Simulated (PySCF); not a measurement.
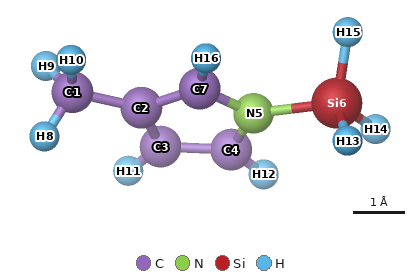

*The starting structure (ball-and-stick view, seen at a tilt; atoms are numbered from 1 in the order of the input).*

Bond lengths as drawn: C–C 1.38 to 1.46 Å, C–H 1.05 to 1.11 Å, C–N 1.35 to 1.36 Å, H–Si 1.45 to 1.46 Å and N–Si 1.75 Å.

# C$_{5}$H$_{9}$NSi: geometry relaxation

- system: C$_{5}$H$_{9}$NSi, SMILES Cc1ccn([SiH3])c1
- method: PBE0-D3(BJ)/def2-SVP geometry optimisation, gas phase (PySCF 2.14.0)

It belongs to a series of runs on one base structure; here: constitutional isomer.

What the program printed:
```
step   0  E = -539.51164137  max force = 0.055451
step   1  E = -539.51872089  max force = 0.006112
step   2  E = -539.51888560  max force = 0.003420
step   3  E = -539.51902380  max force = 0.000998
step   4  E = -539.51903173  max force = 0.001296
step   5  E = -539.51905341  max force = 0.000755
step   6  E = -539.51906165  max force = 0.001179
step   7  E = -539.51907415  max force = 0.000499
step   8  E = -539.51908540  max force = 0.000423
optimisation converged
```

Trajectory as extended XYZ (Å, eV, eV/Å), 9 frames, from step=0 to step=8:
```
16
Properties=species:S:1:pos:R:3:forces:R:3 step=0 energy=-14680.85954
C    -2.6204    0.1983    0.1702   -0.2464   1.6722  -0.1317
C    -1.1971   -0.1207    0.0893    0.6478  -0.3134  -0.0438
C    -0.6492   -1.4217    0.1663    2.2020   0.4035  -0.0698
C     0.7516   -1.2824    0.0535   -2.8514  -0.2734   0.1334
N     1.0337    0.0327   -0.1085    0.1571   0.2700   0.0265
Si    2.6247    0.7433   -0.2441   -0.2878  -0.1354   0.1113
C    -0.1342    0.7379   -0.0720   -0.5331   0.5767  -0.0931
H    -3.0414   -0.0785    1.1203   -0.3865  -0.3273   0.8326
H    -3.1962   -0.2859   -0.5993   -0.4661  -0.4623  -0.6405
H    -2.7877    1.2929    0.0610    0.0123  -0.3685   0.0115
H    -1.1826   -2.3370    0.3153   -0.3451  -0.6449   0.0529
H     1.4959   -2.0283    0.0745    1.0672  -0.9120  -0.0085
H     2.9072    1.4786    0.9811    0.3056   0.3858   0.5203
H     3.5150   -0.3871   -0.4368    0.5800  -0.4729  -0.0809
H     2.6036    1.6341   -1.3895    0.1323   0.5300  -0.5850
H    -0.1418    1.8214   -0.1705    0.0120   0.0720  -0.0352
16
Properties=species:S:1:pos:R:3:forces:R:3 step=1 energy=-14681.05218
C    -2.2288    0.0157   -0.2544   -0.0491  -0.2324  -0.0180
C    -0.7874   -0.3521   -0.3997   -0.0765   0.0785   0.0225
C    -0.2110   -1.6574   -0.3057   -0.0614  -0.1204  -0.2070
C     1.1325   -1.5381   -0.5714    0.1351  -0.0577   0.3143
N     1.4279   -0.2054   -0.7858   -0.0791  -0.0319  -0.0883
Si    3.0406    0.4973   -0.9505    0.0516   0.0461  -0.0127
C     0.2467    0.5084   -0.6882    0.1171  -0.0829   0.0251
H    -2.6367   -0.2852    0.7264    0.0527   0.0042  -0.0562
H    -2.8473   -0.4794   -1.0263    0.0564   0.0589   0.0969
H    -2.3745    1.0971   -0.3572   -0.0141   0.1141  -0.0091
H    -0.7497   -2.5869   -0.1046    0.1003   0.1041  -0.0170
H     1.9234   -2.2950   -0.5769   -0.1634   0.1404  -0.0383
H     3.4111    1.2714    0.2720   -0.0140  -0.0248  -0.0153
H     3.9858   -0.6377   -1.1416   -0.0298   0.0033  -0.0174
H     3.0623    1.4218   -2.1225   -0.0098  -0.0366   0.0234
H     0.2310    1.5863   -0.8396   -0.0159   0.0373  -0.0027
16
Properties=species:S:1:pos:R:3:forces:R:3 step=2 energy=-14681.05666
C    -2.2310    0.0063   -0.2536   -0.0074   0.0122  -0.0103
C    -0.7879   -0.3449   -0.4064   -0.0917   0.0078  -0.1177
C    -0.2150   -1.6527   -0.3328    0.0166   0.0373   0.1086
C     1.1360   -1.5238   -0.5357    0.0235  -0.0313  -0.1243
N     1.4276   -0.1962   -0.7766    0.0261   0.0377   0.1758
Si    3.0437    0.4942   -0.9571    0.0216   0.0226   0.0085
C     0.2482    0.5192   -0.6810    0.0131  -0.0772  -0.0370
H    -2.6271   -0.3173    0.7225    0.0130   0.0036   0.0010
H    -2.8479   -0.4794   -1.0277    0.0042   0.0073   0.0084
H    -2.3882    1.0917   -0.3354   -0.0076  -0.0081   0.0044
H    -0.7500   -2.5841   -0.1526    0.0153   0.0044   0.0448
H     1.9241   -2.2755   -0.5305   -0.0167   0.0008  -0.0542
H     3.4265    1.2754    0.2552    0.0075  -0.0028   0.0008
H     3.9731   -0.6529   -1.1457   -0.0060  -0.0022  -0.0109
H     3.0624    1.4020   -2.1394   -0.0061  -0.0058   0.0000
H     0.2314    1.5986   -0.8291   -0.0054  -0.0063   0.0022
16
Properties=species:S:1:pos:R:3:forces:R:3 step=3 energy=-14681.06042
C    -2.2334    0.0065   -0.2575    0.0107   0.0252   0.0087
C    -0.7910   -0.3470   -0.4098    0.0356   0.0036  -0.0424
C    -0.2115   -1.6513   -0.3229   -0.0227  -0.0214  -0.0029
C     1.1373   -1.5255   -0.5436   -0.0137   0.0210   0.0193
N     1.4294   -0.1962   -0.7725   -0.0250   0.0262   0.0513
Si    3.0448    0.4972   -0.9522    0.0011   0.0020  -0.0099
C     0.2472    0.5146   -0.6834    0.0107   0.0272  -0.0271
H    -2.6254   -0.3111    0.7218   -0.0029   0.0009   0.0122
H    -2.8527   -0.4831   -1.0260   -0.0072  -0.0067  -0.0108
H    -2.3909    1.0919   -0.3447    0.0036  -0.0252   0.0037
H    -0.7415   -2.5819   -0.1288   -0.0083  -0.0268   0.0149
H     1.9224   -2.2786   -0.5538    0.0158  -0.0252  -0.0154
H     3.4323    1.2709    0.2631    0.0034  -0.0038   0.0038
H     3.9720   -0.6494   -1.1524    0.0012  -0.0025  -0.0065
H     3.0579    1.4100   -2.1300   -0.0009   0.0069  -0.0034
H     0.2290    1.5939   -0.8332   -0.0015  -0.0013   0.0045
16
Properties=species:S:1:pos:R:3:forces:R:3 step=4 energy=-14681.06064
C    -2.2327    0.0023   -0.2592   -0.0003   0.0273   0.0055
C    -0.7893   -0.3457   -0.4132   -0.0546  -0.0111   0.0080
C    -0.2127   -1.6514   -0.3204    0.0331   0.0667  -0.0428
C     1.1357   -1.5218   -0.5418    0.0362  -0.0172   0.0355
N     1.4287   -0.1919   -0.7680    0.0079  -0.0062   0.0089
Si    3.0454    0.4985   -0.9514   -0.0017  -0.0083  -0.0159
C     0.2470    0.5193   -0.6845   -0.0236  -0.0392  -0.0031
H    -2.6213   -0.3152    0.7217   -0.0014   0.0003   0.0042
H    -2.8517   -0.4908   -1.0260   -0.0035  -0.0041  -0.0040
H    -2.3945    1.0862   -0.3472   -0.0048  -0.0005   0.0001
H    -0.7415   -2.5825   -0.1220   -0.0010   0.0028  -0.0031
H     1.9208   -2.2755   -0.5577    0.0133  -0.0083   0.0002
H     3.4408    1.2660    0.2653    0.0017  -0.0036   0.0024
H     3.9679   -0.6506   -1.1607    0.0019   0.0016  -0.0039
H     3.0558    1.4153   -2.1264   -0.0020   0.0061   0.0019
H     0.2276    1.5985   -0.8344   -0.0011  -0.0063   0.0062
16
Properties=species:S:1:pos:R:3:forces:R:3 step=5 energy=-14681.06123
C    -2.2342    0.0018   -0.2607   -0.0026  -0.0149   0.0037
C    -0.7911   -0.3481   -0.4149   -0.0010  -0.0153   0.0110
C    -0.2097   -1.6518   -0.3215   -0.0058  -0.0073  -0.0050
C     1.1401   -1.5220   -0.5359   -0.0235   0.0197   0.0056
N     1.4288   -0.1910   -0.7625    0.0388   0.0050   0.0038
Si    3.0444    0.5004   -0.9526   -0.0065  -0.0037  -0.0155
C     0.2452    0.5175   -0.6828   -0.0001  -0.0201  -0.0098
H    -2.6225   -0.3145    0.7209   -0.0008  -0.0005  -0.0032
H    -2.8543   -0.4909   -1.0272   -0.0008  -0.0014   0.0038
H    -2.3951    1.0855   -0.3488   -0.0001   0.0133  -0.0036
H    -0.7368   -2.5842   -0.1230    0.0009   0.0101  -0.0079
H     1.9262   -2.2753   -0.5535   -0.0034   0.0101   0.0080
H     3.4472    1.2630    0.2648    0.0033  -0.0030   0.0013
H     3.9657   -0.6478   -1.1721    0.0007   0.0034  -0.0018
H     3.0477    1.4217   -2.1244   -0.0024   0.0040   0.0058
H     0.2242    1.5966   -0.8318    0.0033   0.0005   0.0040
16
Properties=species:S:1:pos:R:3:forces:R:3 step=6 energy=-14681.06145
C    -2.2351    0.0002   -0.2628    0.0007  -0.0189  -0.0009
C    -0.7923   -0.3521   -0.4149    0.0387   0.0054   0.0047
C    -0.2092   -1.6546   -0.3210    0.0108  -0.0056   0.0129
C     1.1416   -1.5216   -0.5284    0.0145  -0.0362  -0.0240
N     1.4317   -0.1913   -0.7561   -0.0442  -0.0200   0.0274
Si    3.0442    0.5050   -0.9556   -0.0044  -0.0096  -0.0063
C     0.2456    0.5130   -0.6790   -0.0148   0.0606  -0.0225
H    -2.6251   -0.3143    0.7188    0.0003  -0.0003  -0.0036
H    -2.8555   -0.4926   -1.0293    0.0018  -0.0005   0.0049
H    -2.3943    1.0842   -0.3525    0.0025   0.0060  -0.0035
H    -0.7353   -2.5880   -0.1247    0.0048   0.0051  -0.0064
H     1.9283   -2.2745   -0.5449   -0.0056   0.0048   0.0103
H     3.4564    1.2609    0.2629    0.0025  -0.0032   0.0008
H     3.9666   -0.6394   -1.1902   -0.0001   0.0023  -0.0012
H     3.0347    1.4336   -2.1215   -0.0060   0.0016   0.0062
H     0.2238    1.5922   -0.8267   -0.0017   0.0086   0.0012
16
Properties=species:S:1:pos:R:3:forces:R:3 step=7 energy=-14681.06179
C    -2.2357   -0.0041   -0.2643   -0.0003  -0.0028  -0.0042
C    -0.7916   -0.3522   -0.4147    0.0153   0.0074   0.0107
C    -0.2067   -1.6536   -0.3193   -0.0064  -0.0178   0.0154
C     1.1439   -1.5196   -0.5245    0.0019  -0.0030  -0.0257
N     1.4311   -0.1886   -0.7516   -0.0048  -0.0045   0.0121
Si    3.0431    0.5062   -0.9575   -0.0025   0.0000  -0.0007
C     0.2445    0.5155   -0.6771   -0.0046   0.0206  -0.0155
H    -2.6255   -0.3174    0.7176    0.0006   0.0007  -0.0007
H    -2.8542   -0.5004   -1.0299    0.0025  -0.0003   0.0027
H    -2.3977    1.0796   -0.3569    0.0009  -0.0048  -0.0014
H    -0.7322   -2.5873   -0.1240   -0.0018  -0.0021  -0.0035
H     1.9316   -2.2711   -0.5396   -0.0017   0.0035   0.0086
H     3.4659    1.2531    0.2629    0.0040  -0.0026   0.0013
H     3.9628   -0.6373   -1.2066    0.0000   0.0008  -0.0016
H     3.0252    1.4431   -2.1165   -0.0042   0.0031   0.0032
H     0.2215    1.5949   -0.8242    0.0011   0.0017  -0.0006
16
Properties=species:S:1:pos:R:3:forces:R:3 step=8 energy=-14681.06210
C    -2.2363   -0.0119   -0.2665   -0.0024   0.0023  -0.0082
C    -0.7905   -0.3543   -0.4130   -0.0093   0.0065   0.0087
C    -0.2026   -1.6541   -0.3150   -0.0060  -0.0111   0.0079
C     1.1480   -1.5167   -0.5181   -0.0092   0.0190  -0.0053
N     1.4311   -0.1846   -0.7436    0.0159   0.0003  -0.0218
Si    3.0408    0.5115   -0.9611    0.0026   0.0090   0.0077
C     0.2425    0.5172   -0.6747    0.0066  -0.0179   0.0083
H    -2.6263   -0.3203    0.7169    0.0015   0.0014   0.0015
H    -2.8515   -0.5164   -1.0294    0.0019   0.0000   0.0015
H    -2.4030    1.0704   -0.3670   -0.0012  -0.0051   0.0006
H    -0.7264   -2.5890   -0.1212   -0.0024  -0.0031  -0.0005
H     1.9384   -2.2654   -0.5290   -0.0004   0.0023   0.0029
H     3.4849    1.2374    0.2646    0.0033  -0.0032   0.0010
H     3.9564   -0.6276   -1.2430   -0.0001   0.0000  -0.0028
H     3.0034    1.4681   -2.1032   -0.0022   0.0027   0.0009
H     0.2171    1.5964   -0.8226    0.0015  -0.0031  -0.0026
```

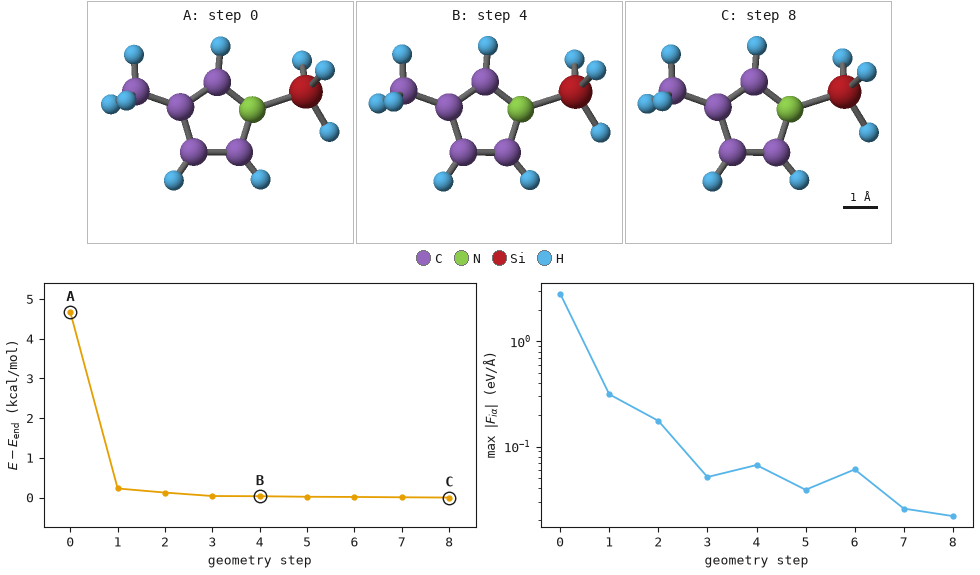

*Frames of the relaxation (ball-and-stick view, seen at a tilt) above the curves, on which the letters mark them (steps are counted from 0).*

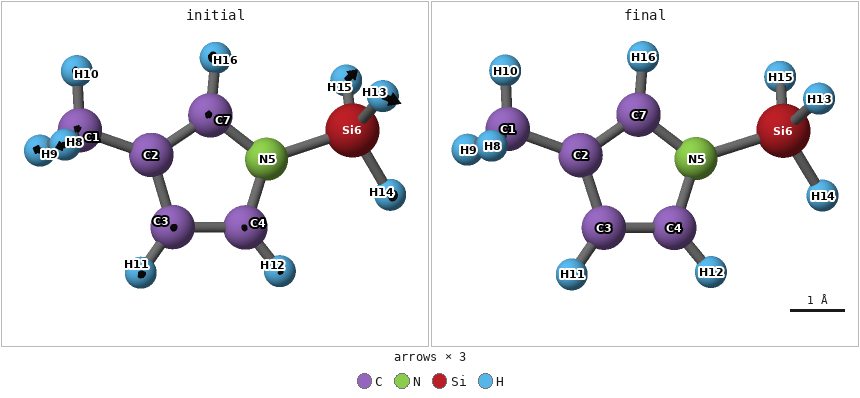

*Before (left) and after (right) the relaxation, at one scale (ball-and-stick view, seen at a tilt). The black arrows give the displacements, magnified 3 times.*

The energy falls by 4.67 kcal/mol in 8 geometry steps. The largest force component goes from 2.9 to 0.022 eV/Å. H13 moves most after the best rigid fit: 0.13 Å. Largest moves by element: H 0.13 Å, C 0.05 Å, Si 0.02 Å, N 0.02 Å. Among the contacts that change: C3–C4 1.412 → 1.373 Å, Si6–H14 1.452 → 1.488 Å, Si6–H13 1.457 → 1.492 Å, C4–H12 1.054 → 1.089 Å. Among the angles that change: N5–Si6–H13 108.5° → 111.2°, H13–Si6–H14 112.7° → 110.2°. (Atoms are counted from 1 in the order of the input.)

This output came from the following input.

The input:
```
{"job": {"xc": "PBE0", "basis": "def2-SVP", "d3": "d3bj", "grid": 1, "shake": 0.01, "kind": "geom"}, "charge": 0, "multiplicity": 1}
C     -2.620450     0.198270     0.170240
C     -1.197110    -0.120710     0.089290
C     -0.649240    -1.421650     0.166250
C      0.751640    -1.282420     0.053480
N      1.033690     0.032660    -0.108550
Si     2.624700     0.743260    -0.244090
C     -0.134220     0.737900    -0.072030
H     -3.041440    -0.078450     1.120270
H     -3.196210    -0.285860    -0.599330
H     -2.787710     1.292930     0.061000
H     -1.182650    -2.337030     0.315260
H      1.495910    -2.028260     0.074500
H      2.907240     1.478570     0.981130
H      3.515010    -0.387150    -0.436750
H      2.603560     1.634130    -1.389460
H     -0.141770     1.821440    -0.170470
```

The first line tells a small driver script what to run in PySCF; the rest is the geometry in Å.

Launch command:
```bash
OMP_NUM_THREADS=1 python <driver script> task.json out
```

Key numbers:

| quantity | value |
| --- | --- |
| outcome | converged |
| total energy | −539.519085 hartree |
| dipole moment | 1.06 D |
| point group | C1 |
| hardware | 1 CPU thread, shared host |
| wall time | 85 s |
| peak memory | 0.58 GiB |
